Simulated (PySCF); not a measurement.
C₅H₁₅NSi, SMILES [H][Si](C)(C)N(C)CC, geometry in Å:

```xyz
22

Si     0.9150     0.7175     0.4283
H      1.2536     0.5622     1.8808
C      2.4845     0.9099    -0.5854
H      2.2721     1.1505    -1.6390
H      3.0974    -0.0037    -0.5543
H      3.0858     1.7375    -0.1760
C     -0.1242     2.2771     0.2343
H      0.4438     3.1743     0.5299
H     -1.0314     2.2315     0.8570
H     -0.4413     2.4076    -0.8132
N      0.0899    -0.7529    -0.0189
C     -0.0067    -1.1965    -1.3854
C     -0.7875    -1.4273     0.9121
C     -2.2697    -1.0984     0.7655
H      0.0980    -2.2968    -1.4488
H     -0.9632    -0.9334    -1.8804
H      0.8006    -0.7616    -1.9937
H     -0.6484    -2.5223     0.8069
H     -0.4619    -1.1796     1.9368
H     -2.8705    -1.6595     1.4984
H     -2.4538    -0.0243     0.9248
H     -2.6462    -1.3567    -0.2364
```

Vertical TDDFT excitations, B3LYP/def2-SVPD with PySCF, at a PBE0-D3(BJ)/def2-SVP geometry (no frequency check), gas phase.

**Where does it absorb, and how strongly?**

The lowest singlet lies at 5.31 eV (234 nm, f = 0.005); the brightest of the first 10 is S3 at 5.97 eV (208 nm), f = 0.057, mainly HOMO → LUMO+2 (91 %). No singlet lies below 3.1 eV (beyond 400 nm), so at this level no vertical transition falls in the visible.


| state | E (eV) | λ (nm) | f | main character |
| --- | --- | --- | --- | --- |
| S1 | 5.31 | 234 | 0.005 | HOMO → LUMO (98 %) |
| S2 | 5.84 | 212 | 0.008 | HOMO → LUMO+1 (98 %) |
| S3 | 5.97 | 208 | 0.057 | HOMO → LUMO+2 (91 %) |
| S4 | 6.16 | 201 | 0.012 | HOMO → LUMO+3 (92 %) |
| S5 | 6.59 | 188 | 0.046 | HOMO → LUMO+4 (91 %) |
| S6 | 6.67 | 186 | 0.016 | HOMO → LUMO+5 (87 %) |
| S7 | 6.80 | 182 | 0.008 | HOMO → LUMO+6 (91 %) |
| S8 | 7.06 | 176 | 0.004 | HOMO → LUMO+7 (90 %) |
| S9 | 7.21 | 172 | 0.002 | HOMO → LUMO+8 (80 %) |
| S10 | 7.30 | 170 | 0.011 | HOMO → LUMO+9 (84 %) |

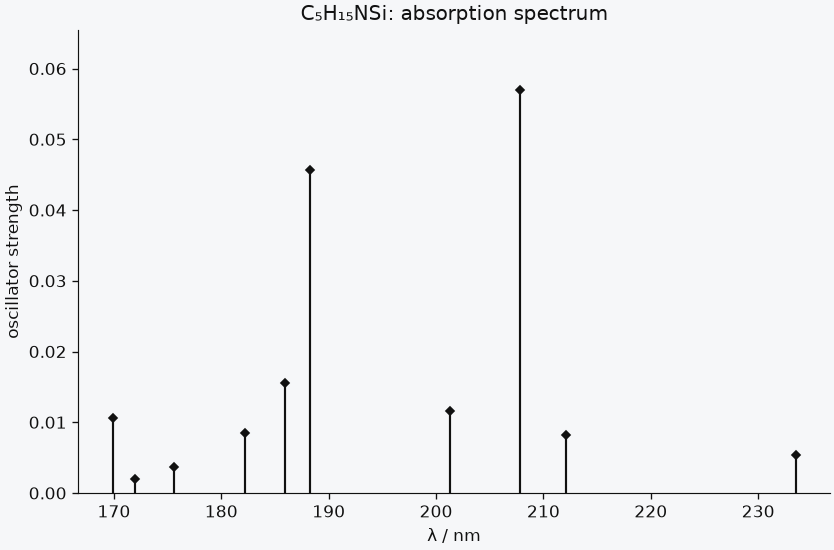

Only the first 10 singlet excitations are included.

Known limits of this run: states above the negative HOMO energy depend on the basis; one conformer of a flexible molecule; core orbitals are frozen in the response.
